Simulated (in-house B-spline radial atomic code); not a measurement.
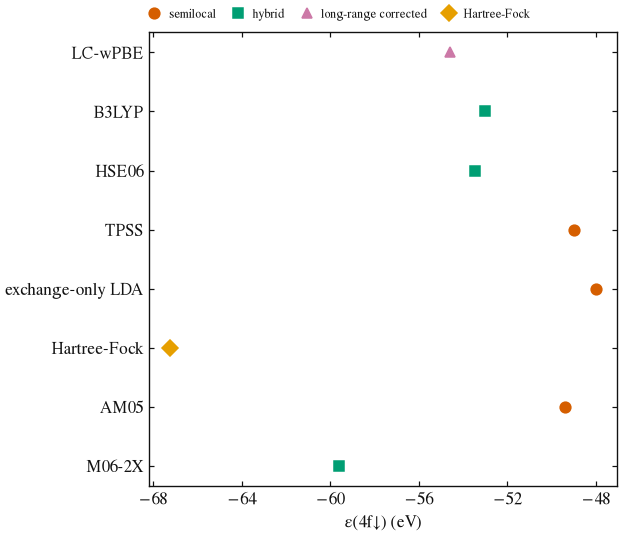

System: the Re⁺ ion, configuration [Xe] 4f14 5d5 6s1 (high spin). All runs are scalar-relativistic, spin-polarised and spherical, computed with an in-house B-spline radial code (spin-free X2C). Hartree-Fock is the average over the configuration. The plot shows the eigenvalue (eV) of the 4f down orbital by 8 methods.

### How much do the methods differ, and in which order?

The deepest is Hartree-Fock (−67.2) and the shallowest exchange-only LDA (−48.0), a spread of 19.2 eV. In order (eV): Hartree-Fock (−67.2), M06-2X (−59.6), LC-wPBE (−54.6), HSE06 (−53.5), B3LYP (−53.0), AM05 (−49.4), TPSS (−49.0), exchange-only LDA (−48.0). On the whole, exact exchange removes self-interaction and deepens occupied levels.
